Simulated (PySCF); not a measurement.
C₄H₁₀AlFO

Input

```
{"job": {"kind": "nmr", "xc": "PBE0", "basis": "pcSseg-1"}, "charge": 0, "multiplicity": 1}
C      2.236424    -0.709216    -0.972028
Al     0.508633     0.053966    -1.648242
O     -0.500354     0.399534    -0.014322
C     -0.884526     1.633892     0.560068
C     -0.796658    -0.749816     0.640275
C     -1.418853    -0.945360     1.790936
F     -1.904613     0.030217     2.586275
H      2.446277    -0.631169     0.103205
H      2.332200    -1.775585    -1.217455
H      3.087638    -0.229344    -1.470290
H     -0.551300    -0.938707    -2.259126
H      0.402271     1.536206    -2.150253
H     -0.533396     2.397840    -0.131730
H     -1.969835     1.695109     0.659109
H     -0.416382     1.774098     1.536120
H     -0.448199    -1.604325     0.074274
H     -1.596326    -1.925310     2.202195
```

Run with:

```sh
OMP_NUM_THREADS=1 python probes_run.py task.json out
```

Geometry: GFN2-xTB.

These are results of PBE0/pcSseg-1, SCF density, gas phase, non-relativistic (PySCF 2.14.0), not measurements.

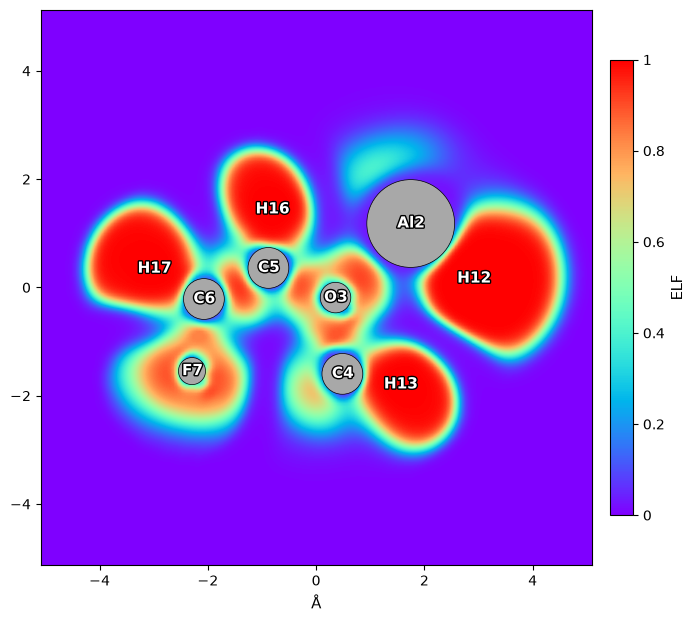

Figure 1. Electron localisation function on the plane of atoms C5, C6 and H17. Grey discs cover the atomic cores.

Question: Interpret the plot.

Answer: Atoms in the plane: Al, O, C, F and H.
C–C (1.32 Å): the ELF peaks at about 0.90 between the atoms; a short, multiple covalent bond.
C–F (1.35 Å): the ELF peaks at about 0.85 between the atoms, as expected for a shared but strongly polarised pair.
C–O (1.36 Å): the ELF peaks at about 0.90 between the atoms, as expected for a polar covalent bond.
Al–O (1.95 Å): the ELF peaks at about 0.90 in the valence shell of O, 0.6 Å from its nucleus, and is about 0.45 at the midpoint.
C–H (1.08 Å): the ELF climbs to about 1 towards the hydrogen, as it does in any bond to H: an ordinary covalent bond to hydrogen.
The ELF also peaks beside F7, away from the bonds: lone-pair regions.

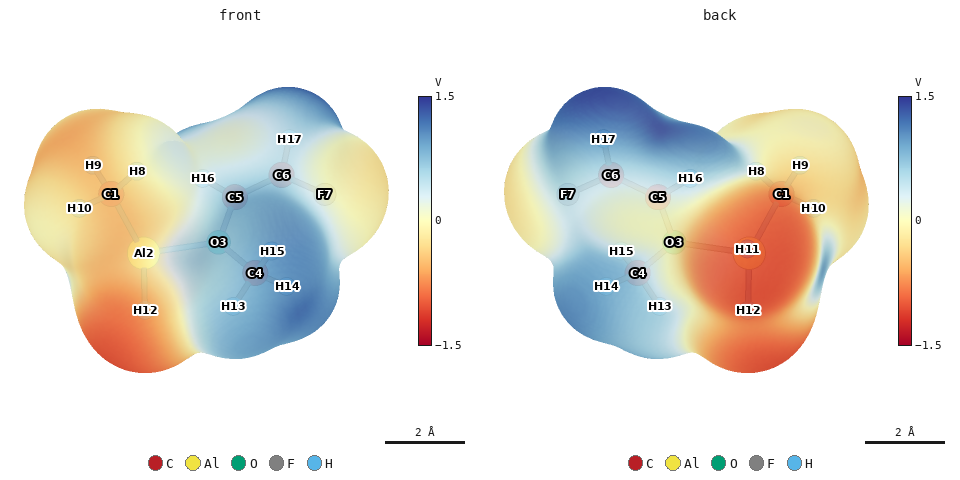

Figure 2. The electrostatic potential painted on the density surface at 0.001 e/bohr³, seen from the front and from behind; the colour scale runs from red (negative) to blue (positive).

Question: Which sites attract a positive test charge, and which a negative one?

Answer: A positive charge is drawn to the negative regions and a negative charge to the positive ones. The most negative region (about −1.1 V) lies over H11, the most positive (about +1.4 V) over C5, C6 and H17.

Question: How polar is the molecule by this calculation?

Answer: Its dipole moment is 3.52 D.
